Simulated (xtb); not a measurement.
Run report: CH6AlBFN, frequency calculation (part 2 of 2)

The same run, continued: CH6AlBFN, SMILES [CH3][AlH][NH]BF; GFN1-xTB (xtb 6.7.1 later snapshot). The geometry was optimised with GFN1-xTB.

Geometry of the input (Å):
```
C  -1.4685  -0.6306  0.9982
Al 0.4280  -0.1311  1.1228
N  1.2349  0.4362  -0.4329
B  0.6901  0.5755  -1.7144
F  1.5239  1.0211  -2.6924
H  -1.6100  -1.4357  0.2665
H  -2.0711  0.2187  0.6530
H  -1.9046  -0.9726  1.9427
H  1.3936  -0.1301  2.3368
H  2.2153  0.7032  -0.4340
H  -0.4316  0.3456  -2.0464
```

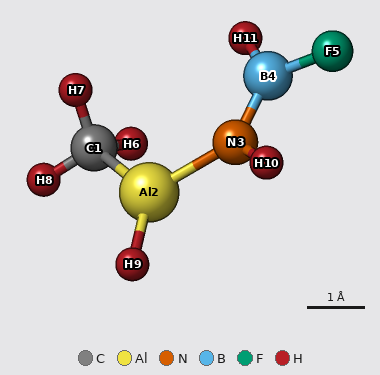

**Figure 1.** The structure (ball-and-stick view, seen at a tilt; atoms are numbered from 1 in the order of the input). Sticks mark near contacts.

## What the program printed, continued
```
 ---------------------------------------------------------------------------
     #   Z sym  total        # sym  WBO       # sym  WBO       # sym  WBO
 ---------------------------------------------------------------------------
     1   6      3.943 --     2      0.966     8      0.943     6      0.933
                             7      0.933     9      0.100
     2  13      3.090 --     1      0.966     3      0.927     9      0.834
                             4      0.110
     3   7      3.311 --     4      1.319     2      0.927    10      0.901
     4   5      3.306 --     3      1.319     5      0.954    11      0.903
                             2      0.110
     5   9      1.071 --     4      0.954
     6   1      0.997 --     1      0.933
     7   1      0.997 --     1      0.933
     8   1      0.997 --     1      0.943
     9   1      0.988 --     2      0.834     1      0.100
    10   1      0.956 --     3      0.901
    11   1      0.992 --     4      0.903
 ---------------------------------------------------------------------------

Topologies differ in total number of bonds
Writing topology from bond orders to xtbtopo.mol

 dipole moment from electron density (au)
     X       Y       Z
  -0.3521  -0.3468   1.1101  total (Debye):    3.089
Molecule has the following symmetry elements: (sigma)
It seems to be the Cs point group

           -------------------------------------------------
          |               Frequency Printout                |
           -------------------------------------------------
 projected vibrational frequencies (cm⁻¹)
eigval :       -0.00    -0.00    -0.00    -0.00     0.00     0.00
eigval :       50.17    82.01    91.08    93.62   203.36   326.16
eigval :      347.57   559.57   574.33   590.78   651.16   660.72
eigval :      674.65   805.20  1017.17  1042.78  1163.15  1228.62
eigval :     1330.54  1429.61  1434.65  1676.46  2490.31  2936.74
eigval :     2966.79  2984.58  3387.60
 reduced masses (amu)
    1:      6.02    2:      6.25    3:      9.04    4:      5.83    5:      3.23    6:      6.54
    7:      1.02    8:      2.44    9:      3.85   10:      3.63   11:      3.77   12:      1.16
   13:      9.98   14:      1.19   15:      4.27   16:      1.28   17:      1.69   18:      1.61
   19:      1.98   20:      1.18   21:      1.21   22:      3.53   23:      1.57   24:      1.22
   25:      5.73   26:      1.06   27:      1.06   28:      1.04   29:      1.09   30:      1.04
   31:      1.10   32:      1.09   33:      1.07
 IR intensities (km·mol⁻¹)
    1:      0.00    2:      1.05    3:      0.57    4:      0.20    5:      0.09    6:      0.79
    7:      0.05    8:      1.06    9:      1.90   10:      1.11   11:      9.73   12:     78.56
   13:     51.23   14:     52.59   15:     22.28   16:    233.73   17:     99.71   18:    255.11
   19:    517.45   20:      0.21   21:      6.66   22:     74.64   23:     56.65   24:      8.28
   25:    765.20   26:      5.06   27:      2.91   28:    691.40   29:    170.42   30:     15.99
   31:     22.64   32:     26.96   33:      0.08
 Raman intensities (Ä⁴*amu⁻¹)
    1:      0.00    2:      0.00    3:      0.00    4:      0.00    5:      0.00    6:      0.00
    7:      0.00    8:      0.00    9:      0.00   10:      0.00   11:      0.00   12:      0.00
   13:      0.00   14:      0.00   15:      0.00   16:      0.00   17:      0.00   18:      0.00
   19:      0.00   20:      0.00   21:      0.00   22:      0.00   23:      0.00   24:      0.00
   25:      0.00   26:      0.00   27:      0.00   28:      0.00   29:      0.00   30:      0.00
   31:      0.00   32:      0.00   33:      0.00
 output can be read by thermo (or use thermo option).
 writing <g98.out> molden fake output.
 recommended (thermochemical) frequency scaling factor: 1.0
           -------------------------------------------------
          |             Thermodynamic Functions             |
           -------------------------------------------------

cs  symmetry found (for desy threshold:  0.10E+00) used in thermo

          ...................................................
          :                      SETUP                      :
          :.................................................:
          :  # frequencies                          27      :
          :  # imaginary freq.                       0      :
          :  linear?                             false      :
          :  only rotor calc.                    false      :
          :  symmetry                               cs      :
          :  rotational number                       1      :
          :  scaling factor                  1.0000000      :
          :  rotor cutoff                   50.0000000 cm⁻¹ :
          :  imag. cutoff                  -20.0000000 cm⁻¹ :
          :.................................................:

    mode    ω/cm⁻¹     T·S(HO)/kcal·mol⁻¹    T·S(FR)/kcal·mol⁻¹   T·S(vib)
   ------------------------------------------------------------------------
       1     50.17    -1.43433 ( 50.33%)    -1.05513 ( 49.67%)    -1.24600
       2     82.01    -1.14556 ( 87.86%)    -0.90971 ( 12.14%)    -1.11693
       3     91.08    -1.08427 ( 91.68%)    -0.87864 (  8.32%)    -1.06715
       4     93.62    -1.06828 ( 92.48%)    -0.87052 (  7.52%)    -1.05340
       5    203.36    -0.62685 ( 99.64%)    -0.64083 (  0.36%)    -0.62690
   ------------------------------------------------------------------------

   temp. (K)  partition function   enthalpy   heat capacity  entropy
                                   cal/mol     cal/K/mol   cal/K/mol   J/K/mol
 298.15  VIB   393.                 3465.822     20.208     22.662
         ROT  0.177E+06              888.727      2.981     26.997
         INT  0.697E+08             4354.549     23.189     49.659
         TR   0.256E+26             1481.212      4.968     39.366
         TOT                        5835.7615    28.1573    89.0244   372.4780

       T/K    H(0)-H(T)+PV         H(T)/Eh          T*S/Eh         G(T)/Eh
   ------------------------------------------------------------------------
    298.15    0.929988E-02    0.794661E-01    0.422984E-01    0.371677E-01
   ------------------------------------------------------------------------

         :::::::::::::::::::::::::::::::::::::::::::::::::::::
         ::                  THERMODYNAMIC                  ::
         :::::::::::::::::::::::::::::::::::::::::::::::::::::
         :: total free energy         -16.405830783641 Eh   ::
         ::.................................................::
         :: total energy              -16.442998513470 Eh   ::
         :: zero point energy           0.070166206953 Eh   ::
         :: G(RRHO) w/o ZPVE           -0.032998477125 Eh   ::
         :: G(RRHO) contrib.            0.037167729828 Eh   ::
         :::::::::::::::::::::::::::::::::::::::::::::::::::::

           -------------------------------------------------
          | TOTAL ENERGY              -16.442998513470 Eh   |
          | TOTAL ENTHALPY            -16.363532428620 Eh   |
          | TOTAL FREE ENERGY         -16.405830783641 Eh   |
          | GRADIENT NORM               0.000033923685 Eh/α |
          | HOMO-LUMO GAP               5.532896085236 eV   |
           -------------------------------------------------

------------------------------------------------------------------------
------------------------------------------------------------------------
 total:
 *  cpu-time:     0 d,  0 h,  0 min,  0.442 sec
 * ratio c/w:     1.000 speedup
 SCF:
 *  cpu-time:     0 d,  0 h,  0 min,  0.009 sec
 * ratio c/w:     1.000 speedup
 analytical hessian:
 *  cpu-time:     0 d,  0 h,  0 min,  0.427 sec
 * ratio c/w:     1.000 speedup
```

## File vibspectrum
```
$vibrational spectrum
#  mode     symmetry     wave number   IR intensity    selection rules
#                         cm**(-1)      (km*mol⁻¹)        IR
     1                      -0.00         0.00000          -
     2                      -0.00         0.00000          -
     3                      -0.00         0.00000          -
     4                      -0.00         0.00000          -
     5                       0.00         0.00000          -
     6                       0.00         0.00000          -
     7        a             50.17         0.05412         YES
     8        a             82.01         1.06243         YES
     9        a             91.08         1.89966         YES
    10        a             93.62         1.11247         YES
    11        a            203.36         9.72876         YES
    12        a            326.16        78.56420         YES
    13        a            347.57        51.22750         YES
    14        a            559.57        52.59091         YES
    15        a            574.33        22.28051         YES
    16        a            590.78       233.73263         YES
    17        a            651.16        99.71319         YES
    18        a            660.72       255.10662         YES
    19        a            674.65       517.45058         YES
    20        a            805.20         0.20982         YES
    21        a           1017.17         6.65674         YES
    22        a           1042.78        74.63647         YES
    23        a           1163.15        56.65265         YES
    24        a           1228.62         8.28108         YES
    25        a           1330.54       765.20280         YES
    26        a           1429.61         5.05576         YES
    27        a           1434.65         2.90893         YES
    28        a           1676.46       691.40407         YES
    29        a           2490.31       170.41938         YES
    30        a           2936.74        15.99245         YES
    31        a           2966.79        22.63776         YES
    32        a           2984.58        26.95834         YES
    33        a           3387.60         0.07922         YES
$end
```

## Standard error
```
normal termination of xtb
```

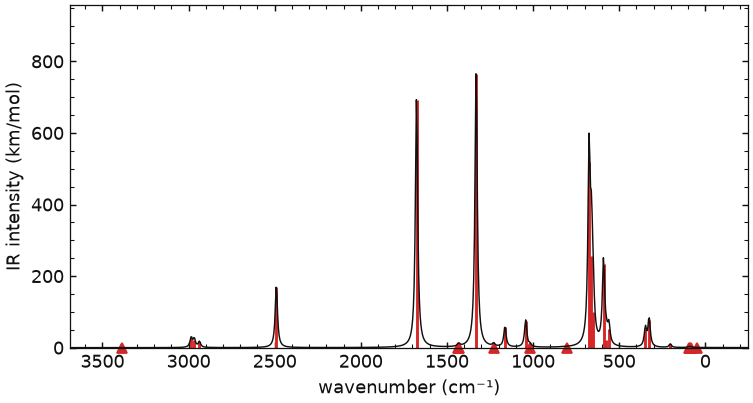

**Figure 2.** Harmonic infrared spectrum, unscaled: sticks (degenerate modes added up, dark ones marked on the axis) with a Lorentzian envelope of 16 cm⁻¹ full width, scaled to the tallest stick. 27 modes from 50 to 3388 cm⁻¹, none imaginary. The strongest line is at 1331 cm⁻¹ (765 km/mol).

## Results in brief

```tsv
quantity	value
outcome	converged
electrons treated	28
total energy	−16.442999 hartree
dispersion energy	−0.003014 hartree
basis functions	38
HOMO	−11.59 eV
LUMO	−6.05 eV
zero-point energy	0.070166 hartree
dipole moment	3.09 D
wavenumbers, lowest and highest	50 and 3388 cm⁻¹
peak memory	0.073 GiB
```

Settings chosen away from the usual ones: method = gfn1-xtb; task = frequencies; x = {"hess_step": 0.005}; geo = {"prev": "A"}.
